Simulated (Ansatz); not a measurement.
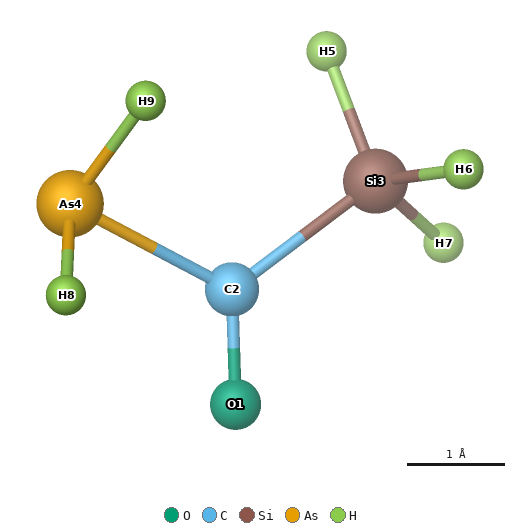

Fig. 1: The starting structure (ball-and-stick view, seen at a tilt; atoms are numbered from 1 in the order of the input).

Nudged elastic band of CH₅AsOSi (part 1 of 2)

CH₅AsOSi, SMILES O=C([SiH3])[AsH2], computed with RKS B3LYP/def2-SVP (Ansatz 0.2.0).

One setting was made poor on purpose. It belongs to a series of runs on one base structure; here: band between the two ends. Figures and captions count atoms from 1; the log counts them from 0 in places.

Output:
```
Engine: ansatz 0.2.0, aarch64-unknown-linux-gnu
Functional definition: B3LYP
  parameter a0 = 0.2
  parameter ax = 0.72
  parameter ac = 0.81
  exchange = (1 - a0 - ax)*slater_x + ax*b88_x + a0*exact_x
  correlation = (1 - ac)*vwn_rpa_c + ac*lyp_c
1086 factors; integrals over basis functions are off by at most 3.3e-4 eV
mean field evaluation 1: about -71869.0016 eV, gradient 4.3e1 eV
mean field evaluation 2: about -71850.2199 eV, gradient 1.0e2 eV
mean field evaluation 4: about -71872.5298 eV, gradient 8.0e0 eV
mean field evaluation 8: about -71872.7009 eV, gradient 3.9e-1 eV
mean field evaluation 16: about -71872.7012 eV, gradient 8.2e-5 eV
mean field -71872.70123492 eV, -2641.2730533167 hartree, gradient 8.2e-5 eV, S^2 0.000000; 0 other end points of the search recorded, 0 dependent functions left out
the calculation of the forces begins
reference -71872.70147783 eV, -2641.2730622433 hartree; 33, 33 occupied and 70, 70 virtual orbitals, 1086 factors
1086 factors; integrals over basis functions are off by at most 5.6e-4 eV
mean field evaluation 32: about -71872.7013 eV, gradient 8.1e-5 eV
mean field -71872.70130015 eV, -2641.2730557140 hartree, gradient 8.1e-5 eV, S^2 0.000000; 0 other end points of the search recorded, 0 dependent functions left out
[... from here on the field's lines of each further geometry are left out, up to the last ...]
NEB iter   1: max|band force component| = 4.767e0 eV/Å  barrier→ = 0.6004 eV  barrier← = 0.6005 eV  Δτ_max = 0.0200 Å  (242 SCF iters)
NEB iter   2: max|band force component| = 3.112e0 eV/Å  barrier→ = 0.4132 eV  barrier← = 0.4132 eV  Δτ_max = 0.0200 Å  (192 SCF iters)
NEB iter   3: max|band force component| = 2.013e0 eV/Å  barrier→ = 0.2834 eV  barrier← = 0.2834 eV  Δτ_max = 0.0200 Å  (198 SCF iters)
NEB iter   4: max|band force component| = 1.494e0 eV/Å  barrier→ = 0.2073 eV  barrier← = 0.2074 eV  Δτ_max = 0.0200 Å  (198 SCF iters)
NEB iter   5: max|band force component| = 1.058e0 eV/Å  barrier→ = 0.1492 eV  barrier← = 0.1492 eV  Δτ_max = 0.0200 Å  (198 SCF iters)
NEB iter   6: max|band force component| = 6.861e-1 eV/Å  barrier→ = 0.1150 eV  barrier← = 0.1151 eV  Δτ_max = 0.0200 Å  (196 SCF iters)
NEB iter   7: max|band force component| = 3.337e-1 eV/Å  barrier→ = 0.0898 eV  barrier← = 0.0899 eV  CI = image 4  Δτ_max = 0.0061 Å  (199 SCF iters)
NEB iter   8: max|band force component| = 2.677e-1 eV/Å  barrier→ = 0.0846 eV  barrier← = 0.0847 eV  CI = image 4  Δτ_max = 0.0200 Å  (177 SCF iters)
NEB iter   9: max|band force component| = 1.669e-1 eV/Å  barrier→ = 0.0722 eV  barrier← = 0.0723 eV  CI = image 4  Δτ_max = 0.0199 Å  (199 SCF iters)
NEB iter  10: max|band force component| = 5.112e-1 eV/Å  barrier→ = 0.0654 eV  barrier← = 0.0655 eV  CI = image 4  Δτ_max = 0.0093 Å  (199 SCF iters)
NEB iter  11: max|band force component| = 6.676e-1 eV/Å  barrier→ = 0.0660 eV  barrier← = 0.0661 eV  CI = image 4  Δτ_max = 0.0116 Å  (193 SCF iters)
NEB iter  12: max|band force component| = 8.275e-1 eV/Å  barrier→ = 0.0673 eV  barrier← = 0.0674 eV  CI = image 4  Δτ_max = 0.0059 Å  (194 SCF iters)
NEB iter  13: max|band force component| = 1.029e-1 eV/Å  barrier→ = 0.0613 eV  barrier← = 0.0613 eV  CI = image 4  Δτ_max = 0.0009 Å  (186 SCF iters)
NEB iter  14: max|band force component| = 1.013e-1 eV/Å  barrier→ = 0.0608 eV  barrier← = 0.0609 eV  CI = image 4  Δτ_max = 0.0155 Å  (148 SCF iters)
NEB iter  15: max|band force component| = 2.703e-1 eV/Å  barrier→ = 0.0556 eV  barrier← = 0.0556 eV  CI = image 4  Δτ_max = 0.0048 Å  (195 SCF iters)
NEB iter  16: max|band force component| = 3.235e-1 eV/Å  barrier→ = 0.0554 eV  barrier← = 0.0555 eV  CI = image 4  Δτ_max = 0.0058 Å  (189 SCF iters)
NEB iter  17: max|band force component| = 4.165e-1 eV/Å  barrier→ = 0.0556 eV  barrier← = 0.0556 eV  CI = image 4  Δτ_max = 0.0029 Å  (187 SCF iters)
NEB iter  18: max|band force component| = 7.666e-2 eV/Å  barrier→ = 0.0540 eV  barrier← = 0.0541 eV  CI = image 4  Δτ_max = 0.0008 Å  (176 SCF iters)
NEB iter  19: max|band force component| = 7.611e-2 eV/Å  barrier→ = 0.0537 eV  barrier← = 0.0538 eV  CI = image 4  Δτ_max = 0.0154 Å  (146 SCF iters)
NEB iter  20: max|band force component| = 2.889e-1 eV/Å  barrier→ = 0.0504 eV  barrier← = 0.0505 eV  CI = image 4  Δτ_max = 0.0054 Å  (185 SCF iters)
NEB iter  21: max|band force component| = 3.814e-1 eV/Å  barrier→ = 0.0506 eV  barrier← = 0.0507 eV  CI = image 4  Δτ_max = 0.0068 Å  (187 SCF iters)
NEB iter  22: max|band force component| = 4.755e-1 eV/Å  barrier→ = 0.0511 eV  barrier← = 0.0512 eV  CI = image 4  Δτ_max = 0.0035 Å  (188 SCF iters)
NEB iter  23: max|band force component| = 6.486e-2 eV/Å  barrier→ = 0.0490 eV  barrier← = 0.0491 eV  CI = image 4  Δτ_max = 0.0006 Å  (181 SCF iters)
NEB iter  24: max|band force component| = 6.369e-2 eV/Å  barrier→ = 0.0489 eV  barrier← = 0.0490 eV  CI = image 4  Δτ_max = 0.0148 Å  (144 SCF iters)
NEB iter  25: max|band force component| = 2.170e-1 eV/Å  barrier→ = 0.0463 eV  barrier← = 0.0464 eV  CI = image 4  Δτ_max = 0.0037 Å  (177 SCF iters)
NEB iter  26: max|band force component| = 2.373e-1 eV/Å  barrier→ = 0.0462 eV  barrier← = 0.0463 eV  CI = image 4  Δτ_max = 0.0046 Å  (185 SCF iters)
NEB iter  27: max|band force component| = 3.360e-1 eV/Å  barrier→ = 0.0464 eV  barrier← = 0.0464 eV  CI = image 4  Δτ_max = 0.0024 Å  (186 SCF iters)
NEB iter  28: max|band force component| = 5.369e-2 eV/Å  barrier→ = 0.0456 eV  barrier← = 0.0457 eV  CI = image 4  Δτ_max = 0.0005 Å  (175 SCF iters)
NEB iter  29: max|band force component| = 5.291e-2 eV/Å  barrier→ = 0.0455 eV  barrier← = 0.0456 eV  CI = image 4  Δτ_max = 0.0124 Å  (141 SCF iters)
NEB iter  30: max|band force component| = 1.576e-1 eV/Å  barrier→ = 0.0437 eV  barrier← = 0.0437 eV  CI = image 4  Δτ_max = 0.0028 Å  (178 SCF iters)
NEB iter  31: max|band force component| = 1.899e-1 eV/Å  barrier→ = 0.0436 eV  barrier← = 0.0437 eV  CI = image 4  Δτ_max = 0.0034 Å  (176 SCF iters)
NEB iter  32: max|band force component| = 2.309e-1 eV/Å  barrier→ = 0.0437 eV  barrier← = 0.0437 eV  CI = image 4  Δτ_max = 0.0016 Å  (181 SCF iters)
NEB iter  33: max|band force component| = 4.744e-2 eV/Å  barrier→ = 0.0432 eV  barrier← = 0.0432 eV  CI = image 4  Δτ_max = 0.0005 Å  (171 SCF iters)
NEB iter  34: max|band force component| = 4.598e-2 eV/Å  barrier→ = 0.0431 eV  barrier← = 0.0432 eV  CI = image 4  Δτ_max = 0.0063 Å  (141 SCF iters)
NEB iter  35: max|band force component| = 1.200e-1 eV/Å  barrier→ = 0.0423 eV  barrier← = 0.0424 eV  CI = image 4  Δτ_max = 0.0019 Å  (173 SCF iters)
NEB iter  36: max|band force component| = 1.297e-1 eV/Å  barrier→ = 0.0423 eV  barrier← = 0.0423 eV  CI = image 4  Δτ_max = 0.0024 Å  (173 SCF iters)
NEB iter  37: max|band force component| = 1.713e-1 eV/Å  barrier→ = 0.0422 eV  barrier← = 0.0423 eV  CI = image 4  Δτ_max = 0.0030 Å  (174 SCF iters)
NEB iter  38: max|band force component| = 2.132e-1 eV/Å  barrier→ = 0.0423 eV  barrier← = 0.0423 eV  CI = image 4  Δτ_max = 0.0016 Å  (178 SCF iters)
NEB iter  39: max|band force component| = 4.129e-2 eV/Å  barrier→ = 0.0419 eV  barrier← = 0.0420 eV  CI = image 4  Δτ_max = 0.0004 Å  (172 SCF iters)
NEB iter  40: max|band force component| = 4.132e-2 eV/Å  barrier→ = 0.0419 eV  barrier← = 0.0419 eV  CI = image 4  Δτ_max = 0.0008 Å  (137 SCF iters)
NEB iter  41: max|band force component| = 4.122e-2 eV/Å  barrier→ = 0.0417 eV  barrier← = 0.0418 eV  CI = image 4  Δτ_max = 0.0200 Å  (138 SCF iters)
NEB iter  42: max|band force component| = 1.549e-1 eV/Å  barrier→ = 0.0396 eV  barrier← = 0.0397 eV  CI = image 4  Δτ_max = 0.0029 Å  (181 SCF iters)
NEB iter  43: max|band force component| = 2.048e-1 eV/Å  barrier→ = 0.0397 eV  barrier← = 0.0398 eV  CI = image 4  Δτ_max = 0.0014 Å  (177 SCF iters)
NEB iter  44: max|band force component| = 3.338e-2 eV/Å  barrier→ = 0.0393 eV  barrier← = 0.0394 eV  CI = image 4  Δτ_max = 0.0003 Å  (171 SCF iters)
NEB iter  45: max|band force component| = 3.314e-2 eV/Å  barrier→ = 0.0393 eV  barrier← = 0.0394 eV  CI = image 4  Δτ_max = 0.0072 Å  (134 SCF iters)
NEB iter  46: max|band force component| = 1.094e-1 eV/Å  barrier→ = 0.0387 eV  barrier← = 0.0387 eV  CI = image 4  Δτ_max = 0.0018 Å  (171 SCF iters)
NEB iter  47: max|band force component| = 1.270e-1 eV/Å  barrier→ = 0.0387 eV  barrier← = 0.0387 eV  CI = image 4  Δτ_max = 0.0023 Å  (172 SCF iters)
NEB iter  48: max|band force component| = 1.630e-1 eV/Å  barrier→ = 0.0387 eV  barrier← = 0.0388 eV  CI = image 4  Δτ_max = 0.0011 Å  (172 SCF iters)
NEB iter  49: max|band force component| = 3.114e-2 eV/Å  barrier→ = 0.0385 eV  barrier← = 0.0385 eV  CI = image 4  Δτ_max = 0.0003 Å  (165 SCF iters)
NEB iter  50: max|band force component| = 3.106e-2 eV/Å  barrier→ = 0.0385 eV  barrier← = 0.0385 eV  CI = image 4  Δτ_max = 0.0036 Å  (138 SCF iters)
NEB iter  51: max|band force component| = 7.761e-2 eV/Å  barrier→ = 0.0381 eV  barrier← = 0.0382 eV  CI = image 4  Δτ_max = 0.0014 Å  (163 SCF iters)
NEB iter  52: max|band force component| = 9.019e-2 eV/Å  barrier→ = 0.0381 eV  barrier← = 0.0382 eV  CI = image 4  Δτ_max = 0.0017 Å  (163 SCF iters)
NEB iter  53: max|band force component| = 1.192e-1 eV/Å  barrier→ = 0.0381 eV  barrier← = 0.0382 eV  CI = image 4  Δτ_max = 0.0021 Å  (172 SCF iters)
NEB iter  54: max|band force component| = 1.446e-1 eV/Å  barrier→ = 0.0381 eV  barrier← = 0.0382 eV  CI = image 4  Δτ_max = 0.0010 Å  (172 SCF iters)
the calculation of the forces begins
reference -71872.69867947 eV, -2641.2729594057 hartree; 33, 33 occupied and 70, 70 virtual orbitals, 1086 factors
1086 factors; integrals over basis functions are off by at most 3.3e-4 eV
mean field evaluation 2304: about -71872.6633 eV, gradient 2.1e-2 eV
mean field -71872.66327095 eV, -2641.2716581665 hartree, gradient 6.9e-6 eV, S^2 0.000000; 1 other end points of the search recorded, 0 dependent functions left out
the calculation of the forces begins
reference -71872.66351118 eV, -2641.2716669947 hartree; 33, 33 occupied and 70, 70 virtual orbitals, 1086 factors
NEB iter  55: max|band force component| = 2.787e-2 eV/Å  barrier→ = 0.0380 eV  barrier← = 0.0380 eV  CI = image 4  Δτ_max = 0.0000 Å  (362 SCF iters)
```

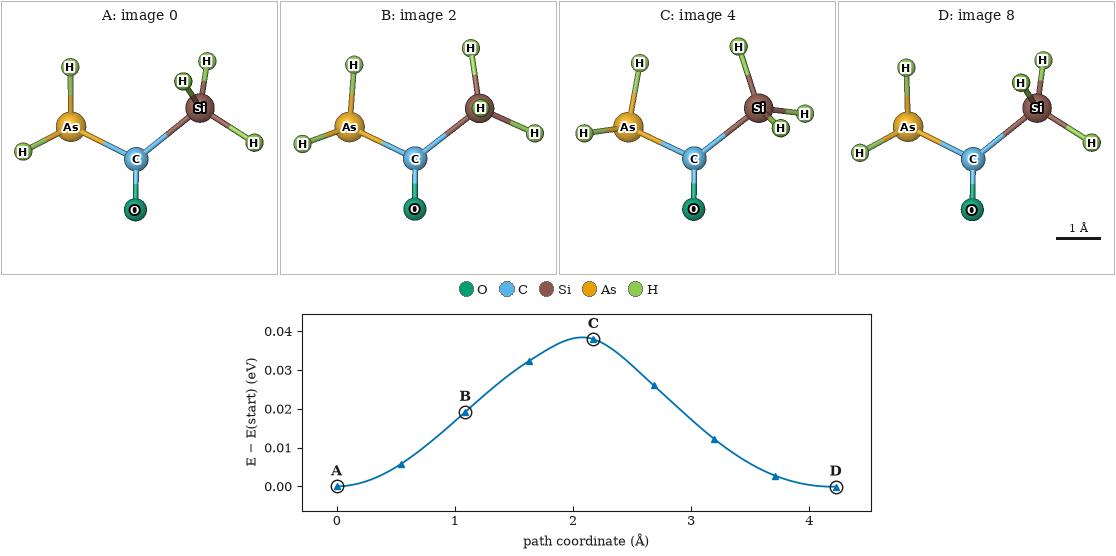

Fig. 2: Images of the last band (counted from 0; ball-and-stick, seen at a tilt) above the energy along the path; the line is a cubic interpolation that uses the forces. The highest image is number 4, 0.038 eV above the start and 0.038 eV above the end (the climbing image); start and end have the same energy. The path is 4.22 Å long. The band converged in 55 iterations.

```
Total energy: -71872.66351118 eV, -2641.2716669947 hartree
Atom 0 at     1.539845    -1.328537     0.337837 Å, force     0.000974     0.005633     0.012234 eV/Å
Atom 1 at     0.549504    -0.709540     0.047282 Å, force    -0.016823     0.016194     0.000302 eV/Å
Atom 2 at     0.635516     1.212690    -0.286141 Å, force     0.003153     0.006747    -0.001054 eV/Å
Atom 3 at    -1.218880    -1.743049    -0.189767 Å, force     0.000331    -0.005059    -0.001904 eV/Å
Atom 4 at    -0.688638     1.837020    -0.014512 Å, force     0.013188     0.028237    -0.000802 eV/Å
Atom 5 at     1.691791     1.806119     0.577481 Å, force     0.013665    -0.004298    -0.007220 eV/Å
Atom 6 at     0.981253     1.392545    -1.726259 Å, force     0.003165    -0.003255    -0.001171 eV/Å
Atom 7 at    -1.295841    -2.013155     1.312731 Å, force     0.001675    -0.021844    -0.005170 eV/Å
Atom 8 at    -2.106048    -0.500394    -0.075650 Å, force    -0.019328    -0.022354     0.004785 eV/Å
Dipole moment:    -0.248939     0.307022    -0.024363 e Å
this run last wrote the band of iteration 55 to [file]
```

The last band as extended XYZ (Å, eV, eV/Å):
```
9
Properties=species:S:1:pos:R:3:forces:R:3 image=0 energy=-71872.70124
O     1.4043   -1.4383   -0.1873   -0.0086   0.0073   0.0010
C     0.4438   -0.7129   -0.1784    0.0102  -0.0112   0.0019
Si    0.6290    1.2106   -0.4415   -0.0001   0.0054  -0.0035
As   -1.4367   -1.5089    0.0610   -0.0008   0.0022   0.0004
H    -0.6183    1.7501   -1.0549   -0.0020   0.0008  -0.0003
H     0.8211    1.8184    0.9063   -0.0001  -0.0022   0.0006
H     1.8098    1.4833   -1.3049    0.0007  -0.0007   0.0003
H    -1.0181   -2.3173    1.2861    0.0001  -0.0022  -0.0003
H    -1.9465   -0.3313    0.8968    0.0005   0.0006  -0.0002
9
Properties=species:S:1:pos:R:3:forces:R:3 image=1 energy=-71872.69544
O     1.4565   -1.3969   -0.0355   -0.0101   0.0060   0.0004
C     0.4706   -0.7110   -0.1206    0.0005   0.0048  -0.0009
Si    0.6307    1.2114   -0.4156    0.0014   0.0031  -0.0027
As   -1.3897   -1.5738   -0.0138   -0.0042   0.0003   0.0000
H    -0.6895    1.7785   -0.8111    0.0078   0.0102  -0.0125
H     1.0710    1.8084    0.8769   -0.0036   0.0029  -0.0025
H     1.6501    1.4628   -1.4707    0.0086  -0.0058   0.0046
H    -1.0780   -2.2644    1.3110    0.0061  -0.0128  -0.0032
H    -2.0332   -0.3613    0.6626   -0.0064  -0.0087   0.0168
```
